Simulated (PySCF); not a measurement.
**C2H10O3Si4 (SMILES C#C[Si](O[SiH3])(O[SiH3])O[SiH3]): density, localisation and related maps**

Input file:

```
{"job": {"kind": "nmr", "xc": "PBE0", "basis": "pcSseg-1"}, "charge": 0, "multiplicity": 1}
Si    -1.201304    -0.344911     2.390305
O     -0.033671    -0.879306     1.340379
Si     0.759131    -0.614487    -0.069355
O      1.335923     0.919989    -0.101616
Si     0.900263     2.519171    -0.208299
O     -0.263247    -0.846954    -1.328277
Si    -1.741431    -0.486425    -1.990765
C      2.147009    -1.775565    -0.200065
C      3.076271    -2.554691    -0.279352
H     -1.598744    -1.475277     3.274021
H     -0.672784     0.780128     3.216195
H     -2.391909     0.132875     1.621416
H      2.024975     3.350404     0.301728
H      0.608067     2.877616    -1.627190
H     -0.321506     2.765612     0.618624
H     -2.041861     0.965410    -1.794298
H     -1.696155    -0.794152    -3.446577
H     -2.808369    -1.297745    -1.335095
H      3.898324    -3.244612    -0.353914
```

Launched as:

```sh
OMP_NUM_THREADS=1 python cluster_run.py task.json out
```

Geometry: PBE0-D3(BJ)/def2-SVP.

Method: PBE0/pcSseg-1, SCF density, gas phase, non-relativistic in PySCF 2.14.0.

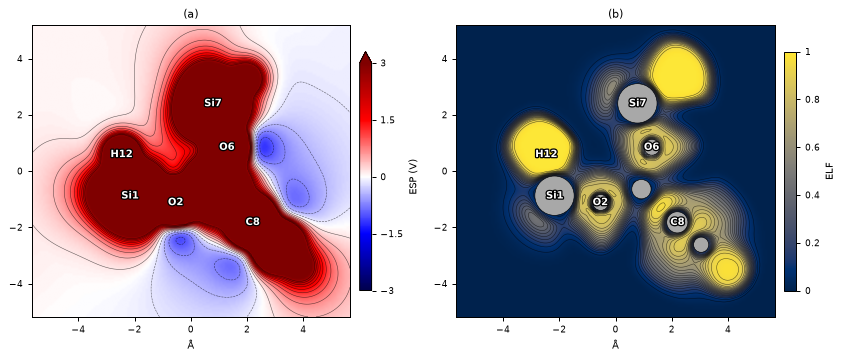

Figure 1. (a) molecular electrostatic potential; (b) ELF on the plane of atoms O2, Si1 and H12. Grey discs cover the atomic cores in the ELF map.

Q: What does the map show?

A: The section cuts through Si, O, C and H sites.
Si–O (1.66 Å): the ELF peaks at about 0.85 between the atoms, as expected for a polar covalent bond.
Si–H (1.50 Å): the ELF climbs to about 1 towards the hydrogen, as it does in any bond to H.
The ELF also peaks beside O2 and O6, away from the bonds: lone-pair regions.
Outside the dense part of the molecule the potential is most negative (−1.2 V) near O6.

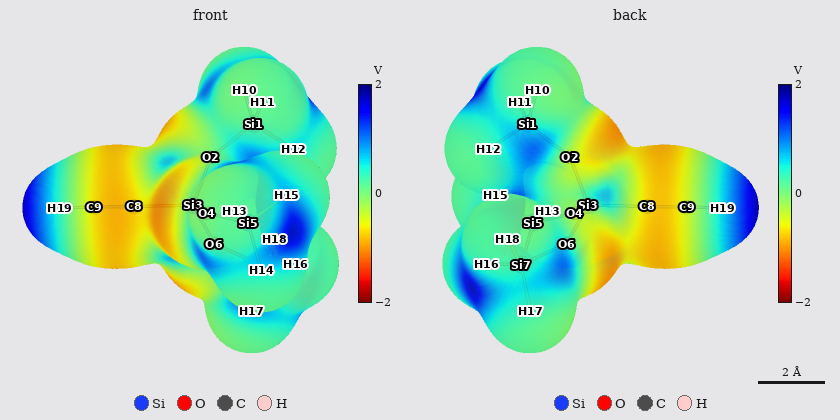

Figure 2. The electrostatic potential painted on the density surface at 0.002 e/bohr³, seen from the front and from behind; red is negative and blue positive.

Q: Where is the surface potential most negative and most positive?

A: The most negative region (about −1.0 V) lies over O2, O4 and O6, the most positive (about +1.7 V) over the H and Si atoms.

Q: How polar is the molecule by this calculation?

A: Its dipole moment is 0.72 D.
